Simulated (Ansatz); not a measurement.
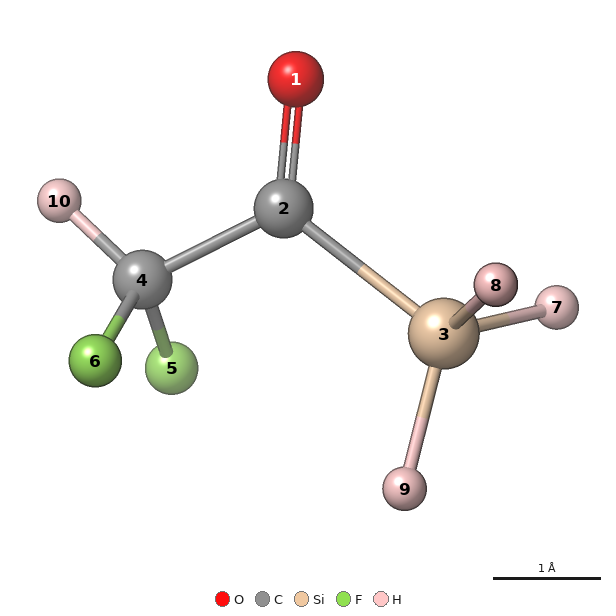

Orthographic view. Distant atoms are faded towards the background colour. The geometry was computed by an optimisation with PBE-D4/def2-SVP. No frequency run is at hand to confirm it as a minimum.

Write a Z-matrix (Å, degrees) in the order of the atom numbers, with these reference atoms: 2 to 1; 3 to 2, 1; 4 to 2, 1, 3; 5 to 4, 2, 1; 6 to 4, 5, 2; 7 to 3, 2, 1; 8 to 3, 7, 2; 9 to 3, 8, 7; 10 to 4, 6, 5.

```
O  
C    1   1.217
Si   2   1.960   1   121.2
C    2   1.542   1   121.1   3  -179.0
F    4   1.366   2   107.6   1   123.2
F    4   1.365   5   108.4   2  -116.5
H    3   1.501   2   106.1   1   -64.2
H    3   1.501   7   109.8   2  -114.4
H    3   1.500   8   110.8   7   122.1
H    4   1.114   6   110.1   5   120.4
```
